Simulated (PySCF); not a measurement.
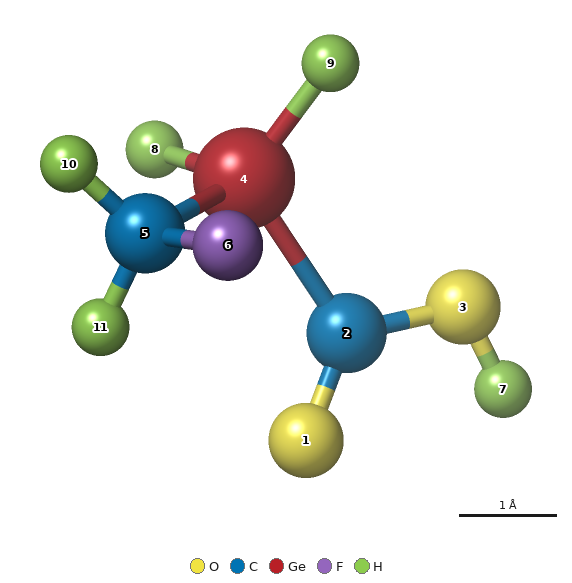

Figure 1. The structure as given in the input (ball-and-stick view, seen at a tilt; atoms are numbered from 1 in the order of the input). Sticks mark near contacts. Bond lengths as drawn: C–F 1.38 Å, C–Ge 1.96 to 1.99 Å, C–H 1.10 Å, C–O 1.20 to 1.34 Å, Ge–H 1.53 to 1.54 Å and H–O 0.97 Å.

Core-level calculation, with input and output: C2H5FGeO2

The run: core-level calculation of C2H5FGeO2, SMILES O=[C](O)[GeH2][CH2]F. Method and program: delta-SCF UKS SCAN, pcX-2 on the ionised atom, pcseg-1 elsewhere, spin-free X2C (PySCF 2.14.0).

It belongs to a series of runs on one base structure; here: H on Ge replaced by CH2F. Figures and captions count atoms from 1; the log counts them from 0 in places.

### Input file
```
{"job": {"kind": "xps"}, "charge": 0, "multiplicity": 1}
O      1.462271    -1.085394    -0.998686
C      1.393491    -0.107637    -0.302801
O      2.458252     0.449790     0.283049
Ge    -0.324292     0.834129     0.047204
C     -1.656250    -0.607048     0.111479
F     -1.466771    -1.329550     1.267039
H      3.232351    -0.085218     0.030687
H     -0.583352     1.767675    -1.148041
H     -0.281384     1.618530     1.365040
H     -2.686209    -0.213528     0.088749
H     -1.510419    -1.267932    -0.759395
```

The first line tells a small driver script what to run in PySCF; the rest is the geometry in Å.

Launch command:
```bash
OMP_NUM_THREADS=1 python <driver script> task.json out
```

### Output
```
ground state, core basis on atom 0 (O), 153 functions
  cycle   1  E = -2423.37065610  |g| = 9.91e-01
  cycle   2  E = -2422.46383358  |g| = 2.31e+00
  cycle   3  E = -2423.49100419  |g| = 5.16e-01
  cycle   4  E = -2423.53922718  |g| = 1.61e-01
  cycle   5  E = -2423.54379878  |g| = 3.30e-02
  cycle   6  E = -2423.54400928  |g| = 1.42e-02
  cycle   7  E = -2423.54405561  |g| = 4.23e-03
  cycle   8  E = -2423.54406509  |g| = 1.37e-03
  cycle   9  E = -2423.54406018  |g| = 4.15e-04
  E(ground) = -2423.68149879 Eh
hole in O 1s of atom 0
  cycle   1  E = -2402.93669574  |g| = 2.22e+00
[... 10 cycles left out ...]
  E(ion) = -2403.90744302 Eh   <S^2> = 0.7645   hole on atom = 1.000   binding energy = 538.079 eV
ground state, core basis on atom 1 (C), 153 functions
[... 6 cycles left out ...]
  E(ground) = -2423.66386131 Eh
hole in C 1s of atom 1
[... 13 cycles left out ...]
  E(ion) = -2412.84121551 Eh   <S^2> = 0.7906   hole on atom = 1.000   binding energy = 294.499 eV
ground state, core basis on atom 2 (O), 153 functions
[... 6 cycles left out ...]
  E(ground) = -2423.68272652 Eh
hole in O 1s of atom 2
[... 11 cycles left out ...]
  E(ion) = -2403.83176330 Eh   <S^2> = 0.7627   hole on atom = 1.000   binding energy = 540.172 eV
ground state, core basis on atom 4 (C), 153 functions
[... 6 cycles left out ...]
  E(ground) = -2423.65992240 Eh
hole in C 1s of atom 4
[... 12 cycles left out ...]
  E(ion) = -2412.89968790 Eh   <S^2> = 0.7731   hole on atom = 1.000   binding energy = 292.801 eV
ground state, core basis on atom 5 (F), 153 functions
[... 6 cycles left out ...]
  E(ground) = -2423.70372171 Eh
hole in F 1s of atom 5
[... 1 cycle left out ...]
  cycle   2  E = -2395.36890602  |g| = 2.62e+00
  cycle   3  E = -2395.57133458  |g| = 1.83e+00
  cycle   4  E = -2398.03151386  |g| = 4.07e-01
  cycle   5  E = -2398.05843876  |g| = 3.22e-01
  cycle   6  E = -2398.09519026  |g| = 1.59e-01
  cycle   7  E = -2398.10426996  |g| = 4.74e-02
  cycle   8  E = -2398.10521259  |g| = 1.31e-02
  cycle   9  E = -2398.10526674  |g| = 6.39e-03
  cycle  10  E = -2398.10528129  |g| = 1.01e-03
  cycle  11  E = -2398.10528006  |g| = 3.61e-04
  E(ion) = -2398.25276535 Eh   <S^2> = 0.7570   hole on atom = 1.000   binding energy = 692.556 eV
```

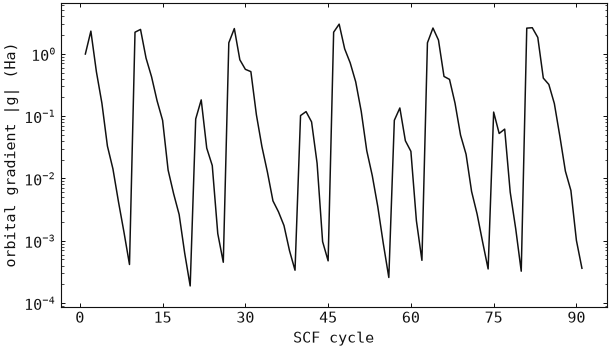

Figure 2. Convergence of the self-consistent field: orbital gradient |g| against the SCF cycle. All cycles printed in the log are drawn one after another.

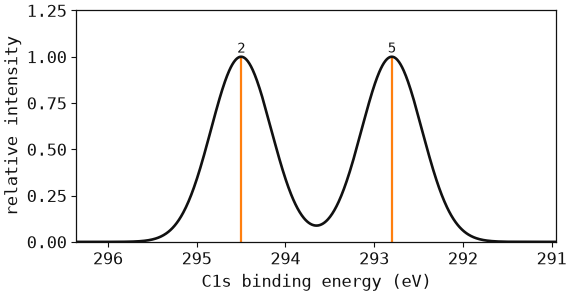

Figure 3. C1s binding energies by ΔSCF of the atoms computed, labelled by atom number, with a Gaussian envelope of 0.8 eV full width. They run from 292.80 eV (atom 5) to 294.50 eV (atom 2).

### Summary

```tsv
quantity	value
outcome	converged
hardware	1 CPU thread, shared host
wall time	59 s
peak memory	0.53 GiB
```
